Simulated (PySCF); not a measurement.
C₃H₉GeN (SMILES [NH2][GeH2][CH]1CC1)

Input

```
{"job": {"kind": "uv", "xc": "CAM-B3LYP", "basis": "def2-SVPD", "nstates": 8, "ntriplets": 3}, "charge": 0, "multiplicity": 1}
N      2.408923    -0.909065     0.298619
Ge     1.289408     0.483337    -0.024040
C     -0.585927     0.216008     0.512448
C     -1.689729     0.852742    -0.279241
C     -1.477334    -0.619846    -0.360547
H      2.642406    -1.083430     1.266222
H      2.148251    -1.791237    -0.120804
H      1.921411     1.652488     0.676429
H      1.341751     0.685827    -1.512245
H     -0.762333     0.131933     1.579389
H     -1.420742     1.449738    -1.139120
H     -2.554061     1.222452     0.252847
H     -1.064306    -1.016514    -1.278844
H     -2.198394    -1.274906     0.106721
```

Launched as:

```sh
OMP_NUM_THREADS=1 python probes_run.py task.json out
```

Geometry: GFN2-xTB.

These are results of CAM-B3LYP/def2-SVPD, SCF density, gas phase (PySCF 2.14.0), not measurements.

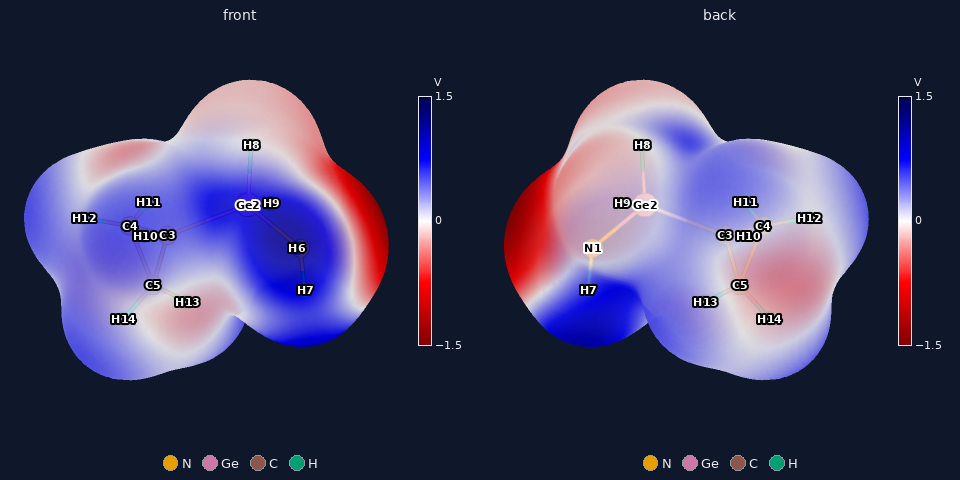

Figure 1. The molecular electrostatic potential painted on the density surface at 0.001 e/bohr³, seen from the front and from behind; red is negative and blue positive.

Q: Describe the electrostatic potential map.

A: The most negative region (about −1.4 V, or −32 kcal/mol for a unit charge) lies over N1, the most positive (about +1.1 V, or +25 kcal/mol for a unit charge) over H6 and H7. N1 is the likeliest acceptor of a hydrogen bond.

Q: How polar is the molecule by this calculation?

A: Its dipole moment is 1.62 D.

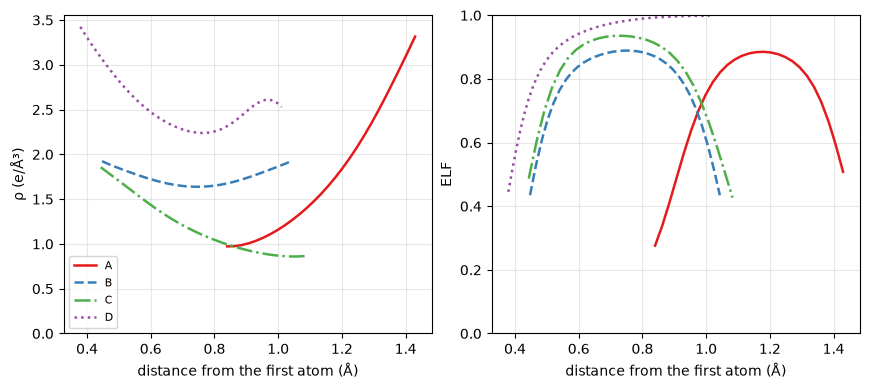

Figure 2. Total electron density and ELF along straight lines between neighbouring atoms. The curves leave out the atomic cores.

Q: Which curve belongs to which contact (C–C, C–Ge, Ge–N and N–H)? The first atom named is at distance zero.

A: Curve A: Ge–N (1.82 Å): ρ is about 1 e/Å³ halfway; the ELF peaks at about 0.90 in the valence shell of N, 0.6 Å from its nucleus, and is about 0.50 at the midpoint. Curve B: C–C (1.49 Å): the density is about 1.6 e/Å³ at the midpoint; the ELF peaks at about 0.90 between the atoms (localised, covalent bonding). Curve C: C–Ge (1.97 Å): ρ is about 0.88 e/Å³ halfway; the ELF peaks at about 0.95 in the valence shell of C, 0.7 Å from its nucleus, and is about 0.75 at the midpoint. Curve D: N–H (1.01 Å): ρ is about 2.8 e/Å³ halfway; the ELF climbs to about 1 towards the hydrogen, as it does in any bond to H; an ordinary covalent bond to hydrogen.
